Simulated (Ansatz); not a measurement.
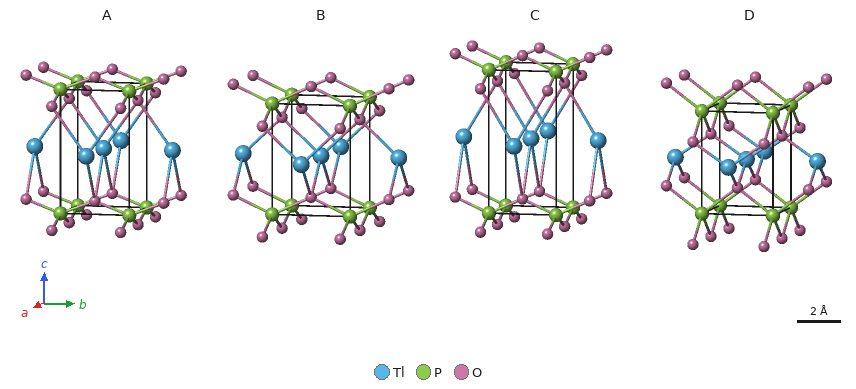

4 geometries from one relaxation of solid TlPO₂ (a generated structure, set up in P-4m2) (coarse preliminary run), in shuffled order. The picture is a ball-and-stick view of the cell of the calculation, seen slightly off an axis.

Computed with DFT PBE, scalar-relativistic, plane waves, PAW (Ansatz). Set-up: plane-wave cutoff 420 eV; k-point mesh 6 × 6 × 4; occupations gaussian; smearing width 0.1 eV; no spin polarisation; cell and atoms relaxed; force threshold 0.04 eV/Å; at most 70 steps.

### Put them in the order of the run, from the start to the converged end.

D, B, A, C. They are steps 0, 3, 9, 18, at +1182 meV per atom, +458 meV per atom, +108 meV per atom relative to the last. The largest moves relative to the cell, 1.05 Å, are those of O atoms. Tl and P stay in place. The drawn cell changes as follows: a = b 3.434 → 3.245 Å (−5.5 %), c 4.836 → 6.760 Å (+39.8 %); the volume changes by +24.8 %. Some distances before and after: O–Tl 2.068 → 3.120 Å, O–P 2.133 → 1.773 Å. Bond angles that change, for instance: P–O–P 107.2° → 132.4°, O–P–O 107.2° → 132.4°, O–P–O 110.6° → 99.4°. The space group stays P-4m2 (No. 115). The energy falls by 1182 meV per atom in 14 accepted moves (18 points after the start). The largest force component goes from 3 to 0.0018 eV/Å. The pressure goes from 29.93 to −0.01 GPa. The line search rejected the trial step at point 6 of the run. The SCF was repeated 3 times at an unchanged geometry on a basis and grid sized afresh for the cell, which shifted the energy by 50.3 meV per atom at most. The run took 79 s on 1 thread of Arm Neoverse V1, on a shared host, peak memory 0.36 GiB.
